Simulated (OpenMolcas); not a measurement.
**Ir²⁺ among point charges: CASSCF and CASPT2 levels and susceptibility**

Aim: the splitting of the states of Ir²⁺ in the field of 5 point charges, its lowest levels with spin-orbit coupling and its magnetic susceptibility.

Method: state-averaged CASSCF and CASPT2, spin-orbit coupling by RASSI with atomic mean-field integrals. Code: OpenMolcas 26.06.

### Step 1. The atom as given

* Species: Ir²⁺ (iridium, Z = 77, 75 electrons)
* Basis: ANO-RCC-VTZP [8s7p5d3f1g], 84 functions
* Scalar Hamiltonian: DKH2, point nucleus
* Inactive shells: 1s 2s 2p 3s 3p 3d 4s 4p 4d 4f 5s 5p
* Active space: 7 electrons in 5 orbitals (5d)
* Some configurations of this space: 5d7
* Orbitals: optimised for each spin and parity, averaged over all roots

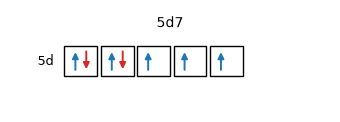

The shells outside the core, filled by Hund's rule for the drawing.

The ion sits among 5 point charges of -2 e arranged as a square pyramid (C4v), 2.34 Å from the ion, with the axial distance 2.691 Å.

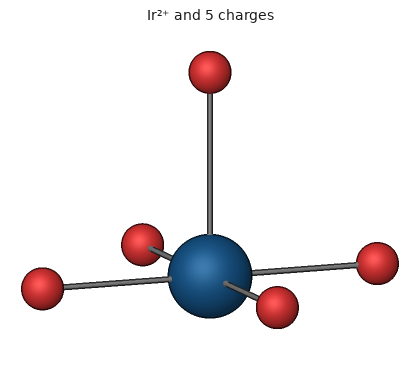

The ion and the point charges (red).

The work runs as a chain of OpenMolcas steps in one folder; each step below is one input file. Labels, J, g values, rates, χT and fits are worked out afterwards by a script from the matrices that RASSI stores.

### Step 2. GATEWAY and SEWARD: basis and integrals

The input, a.inp:

```
&GATEWAY
Coord
1

Ir 0.0 0.0 0.0
Basis=ANO-RCC-VTZP
Group=NoSym
NoMove
AngMom=0.0 0.0 0.0
AMFI
XField
5 Angstrom 0
2.340000 0.000000 0.000000 -2.000000
0.000000 2.340000 0.000000 -2.000000
-2.340000 0.000000 0.000000 -2.000000
0.000000 -2.340000 0.000000 -2.000000
0.000000 0.000000 2.691000 -2.000000
&SEWARD
```

Run with:

```console
$ OMP_NUM_THREADS=1 MOLCAS_MEM=1689 MOLCAS_PROJECT=a pymolcas a.inp > a.log
```

The program printed:

```text
Basis set label: IR.ANO-RCC...8S7P5D3F1G.

      Electronic valence basis set:
      ------------------
      Associated Effective Charge  77.000000 au
      Associated Actual Charge     77.000000 au
      Nuclear Model: Point charge

      Shell  nPrim  nBasis  Cartesian Spherical Contaminant
         s      24       8        X
         p      21       7        X
         d      15       5                 X
         f      11       3                 X
         g       4       1                 X
                  Relativistic Douglas-Kroll-Hess integrals:
                    - DKH order of Hamiltonian: 2
                    - DKH order of Properties : 0
                  Atomic mean-field integrals
```

### Step 3. Reference wave functions, quartets, 10 roots

The input, a.inp:

```
&RASSCF
FileOrb=start.orb
Symmetry=1
Spin=4
nActEl=7 0 0
Inactive=34
Ras2=5
CIRoot=10 10 1
SDav=10
CIMx=300
Iter=120 100
PrWF=0.3
OrbListing=Nothing
MaxOrb=0
>>> COPY $Project.JobIph JOB001
```

start.orb holds the contracted functions of the basis, ordered by shell, or the orbitals of the step before.

The program printed, cut to the lines that bear on the results:

```text
[...]
      Number of active orbitals                  5
[...]
      Spin quantum number                      1.5
[...]
      Active orbitals                            5
[...]
      Number of CSFs                            10
      Number of root(s) required                10
[...]
      Convergence after 12 iterations
[...]
      Natural orbitals and occupation numbers for root  1
      sym 1:   1.107090   1.000000   1.892910   1.107090   1.892910
      Natural orbitals and occupation numbers for root  2
      sym 1:   1.107090   1.000000   1.892910   1.892910   1.107090
      Natural orbitals and occupation numbers for root  3
      sym 1:   2.000000   1.000000   2.000000   1.000000   1.000000
::    RASSCF root number  1 Total energy: -17814.31139515
::    RASSCF root number  2 Total energy: -17814.31139515
::    RASSCF root number  3 Total energy: -17814.30463036
[...]
::    RASSCF root number  7 Total energy: -17814.27157246
::    RASSCF root number  8 Total energy: -17814.23029666
::    RASSCF root number  9 Total energy: -17814.23029666
::    RASSCF root number 10 Total energy: -17814.17498943
```

### Step 4. CASSCF: doublets, 40 roots

The input, a.inp:

```
&RASSCF
FileOrb=start.orb
Symmetry=1
Spin=2
nActEl=7 0 0
Inactive=34
Ras2=5
CIRoot=40 40 1
SDav=40
CIMx=300
Iter=120 100
PrWF=0.3
OrbListing=Nothing
MaxOrb=0
>>> COPY $Project.JobIph JOB002
```

Run with:

```console
$ OMP_NUM_THREADS=1 MOLCAS_MEM=1689 MOLCAS_PROJECT=a pymolcas a.inp > a.log
```

The program printed, cut to the lines that bear on the results:

```text
[...]
      Number of active orbitals                  5
[...]
      Spin quantum number                      0.5
[...]
      Active orbitals                            5
[...]
      Number of CSFs                            40
      Number of root(s) required                40
[...]
      Convergence after 10 iterations
[...]
      Natural orbitals and occupation numbers for root  1
      sym 1:   1.920449   0.188059   1.079845   1.905824   1.905824
      Natural orbitals and occupation numbers for root  2
      sym 1:   1.863879   0.179446   1.980663   1.902533   1.073479
      Natural orbitals and occupation numbers for root  3
      sym 1:   1.863879   1.902533   1.980663   1.073479   0.179446
::    RASSCF root number  1 Total energy: -17814.26971949
::    RASSCF root number  2 Total energy: -17814.26765502
::    RASSCF root number  3 Total energy: -17814.26765502
[...]
::    RASSCF root number 27 Total energy: -17814.17049996
::    RASSCF root number 28 Total energy: -17814.15667545
::    RASSCF root number 29 Total energy: -17814.15667545
::    RASSCF root number 30 Total energy: -17814.15651212
```

### Step 5. State interaction with spin-orbit coupling

The input, a.inp:

```
&RASSI
NrOfJobIphs=2 10 40
1 2 3 4 5 6 7 8 9 10
1 2 3 4 5 6 7 8 9 10 11 12 13 14 15 16 17 18 19 20 21 22 23 24 25 26 27
28 29 30 31 32 33 34 35 36 37 38 39 40
IphNames
JOB001
JOB002
EJob
SpinOrbit
DIPRint=1.0
SOCoupling=1000.0
Subsets=2
Property=9
'ANGMOM' 1 'ANGMOM' 2 'ANGMOM' 3 'MLTPL  1' 1 'MLTPL  1' 2 'MLTPL  1' 3
'AMFI' 1 'AMFI' 2 'AMFI' 3
SOProperty=3
'ANGMOM' 1 'ANGMOM' 2 'ANGMOM' 3
```

Run with:

```console
$ OMP_NUM_THREADS=1 MOLCAS_MEM=1689 MOLCAS_PROJECT=a pymolcas a.inp > a.log
```

The program printed:

```text
SPIN-FREE ENERGIES:
  (Shifted by EMIN (a.u.) =     -17814.3113951514)

 SF State       Relative EMIN(au)   Rel lowest level(eV)    D:o, cm**(-1)      L_eff

     1             0.0000000000        0.0000000000              0.0000         2.4
     2             0.0000000000        0.0000000000              0.0000         2.4
     3             0.0067647879        0.1840792561           1484.6993         2.8
     4             0.0119870102        0.3261831650           2630.8446         2.7
     5             0.0335824984        0.9138263345           7370.5065         2.8
     6             0.0398226896        1.0836305872           8740.0701         2.7
     7             0.0398226896        1.0836305872           8740.0701         2.7
    11             0.0416756580        1.1340524270           9146.7497         3.7
    12             0.0437401267        1.1902294822           9599.8482         4.1
    13             0.0437401267        1.1902294822           9599.8482         4.1
    14             0.0521197678        1.4182511331          11438.9668         2.0
    15             0.0547733796        1.4904595894          12021.3673         3.9
    16             0.0582342173        1.5846337808          12780.9334         3.9
    17             0.0605827266        1.6485399745          13296.3716         4.3
    18             0.0605827266        1.6485399745          13296.3716         4.3
    19             0.0747219050        2.0332866185          16399.5626         3.8
    20             0.0775046492        2.1090089461          17010.3043         3.2
    21             0.0775046497        2.1090089591          17010.3044         3.2
     8             0.0810984942        2.2068024490          17799.0621         1.9
     9             0.0810984942        2.2068024490          17799.0621         1.9
    22             0.0816889216        2.2228687988          17928.6460         4.1
    23             0.0897856886        2.4431930511          19705.6809         4.6
    24             0.0905108688        2.4629262090          19864.8396         3.8
    25             0.0905108688        2.4629262090          19864.8396         3.8
    26             0.0934804570        2.5437328224          20516.5888         2.7
    27             0.0981306306        2.6702704910          21537.1840         3.0
    28             0.0984218074        2.6781938168          21601.0899         3.5
    29             0.0984218082        2.6781938382          21601.0901         3.5
    30             0.0988301661        2.6893058233          21690.7143         3.3
    31             0.1127777393        3.0688386239          24751.8528         2.5
    32             0.1127777393        3.0688386239          24751.8528         2.5
    33             0.1137192384        3.0944581199          24958.4879         3.9
    34             0.1157803335        3.1505433739          25410.8460         4.1
    35             0.1263081803        3.4370206801          27721.4413         3.6
    36             0.1263081811        3.4370207029          27721.4415         3.6
    10             0.1364057236        3.7117888303          29937.5959         1.2
    37             0.1408951944        3.8339535557          30922.9209         3.6
    38             0.1547197045        4.2101376389          33957.0501         3.6
    39             0.1547197045        4.2101376389          33957.0501         3.6
    40             0.1548830351        4.2145820904          33992.8970         4.1
Eigenvalues of complex Hamiltonian:
   -----------------------------------
  (Shifted by EMIN (a.u.) =     -17814.3113951514)

 SO State       Relative EMIN(au)   Rel lowest level(eV)    D:o, cm**(-1)     J-value

     1            -0.0292040853        0.0000000000              0.0000         3.6
     2            -0.0292040853        0.0000000000              0.0000         3.6
     3            -0.0257067566        0.0951671629            767.5749         4.0
     4            -0.0257067566        0.0951671629            767.5749         4.0
     5            -0.0256447012        0.0968557765            781.1945         3.2
     6            -0.0256447012        0.0968557765            781.1945         3.2
     7            -0.0163339250        0.3502149017           2824.6737         2.7
     8            -0.0163339250        0.3502149017           2824.6737         2.7
     9            -0.0072859139        0.5964238284           4810.4826         2.2
    10            -0.0072859139        0.5964238284           4810.4826         2.2
    11            -0.0002695319        0.7873493075           6350.4004         2.1
    12            -0.0002695319        0.7873493075           6350.4004         2.1
    13             0.0017344042        0.8418791871           6790.2136         2.1
    14             0.0017344042        0.8418791871           6790.2136         2.1
    15             0.0070655060        0.9869458592           7960.2552         2.6
    16             0.0070655060        0.9869458592           7960.2552         2.6
    17             0.0102052142        1.0723816707           8649.3415         1.8
    18             0.0102052142        1.0723816707           8649.3415         1.8
    19             0.0229101298        1.4181000356          11437.7481         2.7
    20             0.0229101298        1.4181000356          11437.7481         2.7
    21             0.0245992318        1.4640628441          11808.4632         1.8
    22             0.0245992318        1.4640628441          11808.4632         1.8
    23             0.0323819679        1.6758418818          13516.5763         2.2
    24             0.0323819679        1.6758418818          13516.5763         2.2
    25             0.0380454401        1.8299528107          14759.5648         2.1
    26             0.0380454401        1.8299528107          14759.5648         2.1
    27             0.0381175692        1.8319155431          14775.3953         2.7
    28             0.0381175692        1.8319155431          14775.3953         2.7
    29             0.0411025417        1.9131407826          15430.5210         2.2
    30             0.0411025417        1.9131407826          15430.5210         2.2
    31             0.0419134965        1.9352079878          15608.5051         1.6
    32             0.0419134965        1.9352079878          15608.5051         1.6
    33             0.0470830263        2.0758780584          16743.0857         2.5
    34             0.0470830263        2.0758780584          16743.0857         2.5
    35             0.0489443082        2.1265261192          17151.5898         1.8
    36             0.0489443082        2.1265261192          17151.5898         1.8
    37             0.0495293047        2.1424446860          17279.9817         2.5
    38             0.0495293047        2.1424446860          17279.9817         2.5
    39             0.0542812834        2.2717526137          18322.9205         3.3
    40             0.0542812834        2.2717526137          18322.9205         3.3
    41             0.0642442533        2.5428588349          20509.5397         3.1
Weights of the five most important spin-orbit-free states for each spin-orbit state.

 SO State  Total energy (au)           Spin-free states, spin, and weights
 -------------------------------------------------------------------------------------------------------
    1        -0.029204       1 1.5  0.3221    2 1.5  0.3221    3 1.5  0.1294    4 1.5  0.0872   13 0.5  0.0214
    2        -0.029204       1 1.5  0.3221    2 1.5  0.3221    3 1.5  0.1294    4 1.5  0.0872   13 0.5  0.0214
    3        -0.025707       4 1.5  0.3547    2 1.5  0.2461    1 1.5  0.2461    3 1.5  0.0365   11 0.5  0.0203
    4        -0.025707       4 1.5  0.3547    2 1.5  0.2461    1 1.5  0.2461    3 1.5  0.0365   11 0.5  0.0203
    5        -0.025645       1 1.5  0.2999    2 1.5  0.2999    3 1.5  0.1597    5 1.5  0.0864   15 0.5  0.0451
    6        -0.025645       1 1.5  0.2999    2 1.5  0.2999    3 1.5  0.1597    5 1.5  0.0864   15 0.5  0.0451
    7        -0.016334       3 1.5  0.5549    5 1.5  0.1674    7 1.5  0.0444    6 1.5  0.0444   11 0.5  0.0377
    8        -0.016334       3 1.5  0.5549    5 1.5  0.1674    7 1.5  0.0444    6 1.5  0.0444   11 0.5  0.0377
    9        -0.007286       1 1.5  0.2237    2 1.5  0.2237    6 1.5  0.1317    7 1.5  0.1317   11 0.5  0.1005
   10        -0.007286       1 1.5  0.2237    2 1.5  0.2237    6 1.5  0.1317    7 1.5  0.1317   11 0.5  0.1005
   11        -0.000270       2 1.5  0.1751    1 1.5  0.1751    6 1.5  0.1751    7 1.5  0.1751   14 0.5  0.1175
   12        -0.000270       2 1.5  0.1751    1 1.5  0.1751    6 1.5  0.1751    7 1.5  0.1751   14 0.5  0.1175
```

Time for these steps: 19 s (1 thread, shared host).

States without spin-orbit coupling:

```tsv
state	degeneracy	E (cm-1)	free-ion L (%)
quartet	2	0	F (74)
quartet	1	1485	F (100)
quartet	1	2631	F (89)
quartet	1	7371	F (100)
quartet	2	8740	F (87)
doublet	1	9147	G (57)
doublet	2	9600	H (58)
doublet	1	11439	P (71)
doublet	1	12021	G (41)
doublet	1	12781	G (65)
doublet	2	13296	H (56)
doublet	1	16400	H (42)
doublet	2	17010	H (31)
quartet	2	17799	P (61)
doublet	1	17929	G (72)
doublet	1	19706	H (83)
doublet	2	19865	G (78)
doublet	1	20517	D (45)
doublet	1	21537	D (68)
doublet	2	21601	H (39)
doublet	1	21691	G (57)
doublet	2	24752	P (46)
doublet	1	24958	G (58)
doublet	1	25411	H (72)
```

With spin-orbit coupling:

| E (cm-1) | Degeneracy | 2S+1 | g |
| --- | --- | --- | --- |
| 0.0 | 2 | 4 | 2.96 2.96 2.99 |
| 767.6 | 2 | 4 | 0.86 5.53 5.53 |
| 781.2 | 2 | 4 | 2.27 2.27 5.89 |
| 2825 | 2 | 4 | 0.55 0.55 8.33 |
| 4810 | 2 | 4 | 1.12 1.12 7.15 |
| 6350 | 2 | 4 | 2.52 2.52 5.78 |
| 6790 | 2 | 4 | 0.30 0.91 0.91 |
| 7960 | 2 | 4 | 1.96 2.08 2.08 |
| 8649 | 2 | 4 | 0.05 0.05 1.07 |
| 11438 | 2 | 4 | 0.29 3.73 3.73 |
| 11808 | 2 | 4 | 1.08 1.08 5.10 |
| 13517 | 2 | 4 | 0.29 0.94 0.94 |
| 14760 | 2 | 2 | 1.50 1.66 1.66 |
| 14775 | 2 | 2 | 1.97 1.97 3.72 |
| 15431 | 2 | 2 | 1.31 1.31 3.35 |
| 15609 | 2 | 4 | 0.87 0.87 2.67 |
| 16743 | 2 | 2 | 1.65 1.65 6.05 |
| 17152 | 2 | 4 | 1.64 1.64 3.20 |
| 17280 | 2 | 2 | 1.45 1.45 2.44 |
| 18323 | 2 | 2 | 1.03 3.61 3.61 |
| 20510 | 2 | 2 | 0.24 2.10 2.10 |
| 21358 | 2 | 4 | 0.53 0.53 1.36 |
| 21454 | 2 | 2 | 1.32 2.35 2.35 |
| 22268 | 2 | 4 | 1.07 1.55 1.55 |

The table of states holds 24 of 37 computed; the rest, higher up, is left out. Principal g values are given for doublets only; a zero marks a field direction without first-order Zeeman splitting.

Powder χT (cm³ K/mol): 0.84 at 2 K, 0.86 at 5 K, 0.89 at 10 K, 0.95 at 20 K, 1.14 at 50 K, 1.45 at 100 K, 1.77 at 150 K, 2.07 at 200 K, 2.36 at 250 K, 2.62 at 300 K.

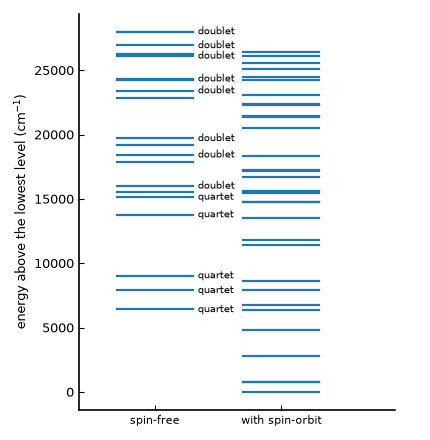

The states in the field without (left) and with (right) spin-orbit coupling.

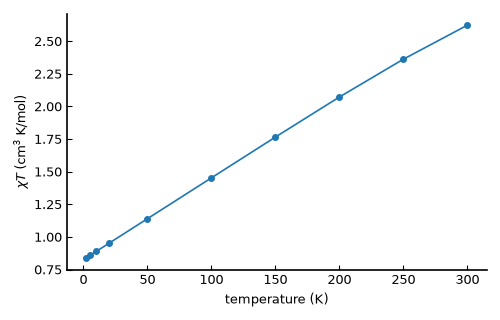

χT against temperature.

### Step 6. CASPT2: IPEA 0.25, imaginary shift 0.1 (closed shells correlated: 4f 5s 5p)

The input, a.inp:

```
>>> COPY JOB001 $Project.JobIph
&CASPT2
Multistate=10 1 2 3 4 5 6 7 8 9 10
NoMult
Frozen=23
IPEA=0.25
Imaginary=0.1
MaxIter=60
WThr=0.0 0.3 0.05
PrWF=0.5
NoMix
>>> COPY JOB002 $Project.JobIph
&CASPT2
Multistate=40 1 2 3 4 5 6 7 8 9 10 11 12 13 14 15 16 17 18 19 20 21 22
23 24 25 26 27 28 29 30 31 32 33 34 35 36 37 38 39 40
NoMult
Frozen=23
IPEA=0.25
Imaginary=0.1
MaxIter=60
WThr=0.0 0.3 0.05
PrWF=0.5
NoMix
```

The program printed, cut to the lines that bear on the results:

```text
[...]
      Active orbitals                            5
[...]
      E2 (Variational):          -0.6256848883
      Total energy:          -17814.9370800397
[...]
::    CASPT2 Root  1     Total energy: -17814.93708004
::    CASPT2 Root  2     Total energy: -17814.93708008
[...]
::    CASPT2 Root 27     Total energy: -17814.80705129
::    CASPT2 Root 28     Total energy: -17814.78830415
::    CASPT2 Root 29     Total energy: -17814.78830414
::    CASPT2 Root 30     Total energy: -17814.79423879
```

Time for this run: 46 s (1 thread, shared host).

SS-CASPT2: lowest energy less the reference's lowest, -0.6257 hartree; reference weights 0.885 to 0.910.

Spin-free states:

```tsv
state	degeneracy	E (cm-1)	free-ion L (%)
quartet	2	0	F (74)
quartet	1	2119	F (100)
quartet	1	6140	F (89)
quartet	1	8463	F (100)
doublet	2	8739	H (58)
doublet	1	9634	G (41)
doublet	1	10948	P (71)
quartet	2	11199	F (87)
doublet	1	11258	G (57)
doublet	2	12135	H (56)
doublet	1	14048	H (42)
doublet	1	14134	G (65)
doublet	2	14617	H (31)
doublet	1	16588	G (72)
doublet	1	17071	D (45)
doublet	1	18005	H (83)
quartet	2	18637	P (61)
doublet	2	19127	G (78)
doublet	1	19490	G (57)
doublet	2	20478	H (39)
doublet	1	22149	D (68)
doublet	1	23597	G (58)
doublet	1	23666	H (72)
doublet	2	24051	P (46)
```

With spin-orbit coupling:

```tsv
E (cm-1)	Degeneracy	2S+1	g
0	2	4	1.70 1.70 3.48
670	2	4	0.97 0.97 6.52
1650	2	4	0.33 4.74 4.74
3470	2	4	0.42 0.42 8.23
5290	2	4	1.84 1.84 4.48
6980	2	4	1.45 1.66 1.66
7560	2	4	1.07 1.07 8.82
9610	2	4	0.55 0.55 1.26
9900	2	4	0.30 0.30 0.78
12070	2	4	1.21 3.09 3.09
13290	2	4	1.54 1.54 3.61
13870	2	2	2.42 2.42 3.26
14210	2	4	0.66 0.96 0.96
14940	2	2	0.34 1.83 1.83
15320	2	2	0.43 0.43 7.84
15740	2	2	0.71 0.71 4.50
16640	2	2	2.01 2.51 2.51
17210	2	4	1.78 1.78 3.34
17930	2	2	0.47 0.47 2.89
18490	2	4	1.93 2.05 2.05
19930	2	2	0.83 1.61 1.61
20650	2	2	1.07 1.07 1.22
21340	2	2	1.51 1.51 3.71
22140	2	4	1.15 1.35 1.35
```

Powder χT (cm³ K/mol): 0.57 at 2 K, 0.58 at 5 K, 0.60 at 10 K, 0.65 at 20 K, 0.79 at 50 K, 1.02 at 100 K, 1.26 at 150 K, 1.49 at 200 K, 1.70 at 250 K, 1.91 at 300 K.

### Step 7. The methods side by side

A. CASSCF
B. SS-CASPT2, IPEA 0.25, imaginary shift 0.1 (closed shells correlated: 4f 5s 5p)

```tsv
method	ground state	first state of that spin (cm-1)	first gap with spin-orbit (cm-1)	χT at 300 K
A	quartet	quartet 1485	767.6	2.62
B	quartet	quartet 2119	669.8	1.91
```

### Step 8. Outcome

| quantity | value |
| --- | --- |
| method | SS-CASPT2, IPEA 0.25, imaginary shift 0.1 (closed shells correlated: 4f 5s 5p) |
| spin-free ground state | quartet, 2-fold in its orbital part |
| first state of the same spin within the active space | quartet at 2120 cm⁻¹ |
| lowest level | 2-fold, g = 1.70, 1.70, 3.48 |
| next level | 669.8 cm⁻¹ |
| χT at 300 K | 1.91 cm³ K/mol |
| effective moment at 300 K | 3.90 μB |

Cost by method:

```tsv
method	time of its own steps	time with the reference
A. CASSCF	19 s	19 s
B. SS-CASPT2, IPEA 0.25, imaginary shift 0.1, +4f 5s 5p	46 s	66 s
```

Times are of one thread on a shared host.

What this shows: The spin-free ground state (quartet) comes to 74 % from free-ion F terms and keeps the highest spin of the shell. χT at 300 K is 1.91, against 1.88 cm³ K/mol for the spin alone; near agreement at one temperature doesn't show that the orbital moment is quenched. An active space of the d shell alone favours high spin; real ions in strong fields can be low spin. The field of point charges can differ much from that of real complexes. With metal d orbitals alone active, the gaps between spin states are rough; where two lie within a few thousand cm-1, their order is open. This is an electrostatic model: the charges have no orbitals.
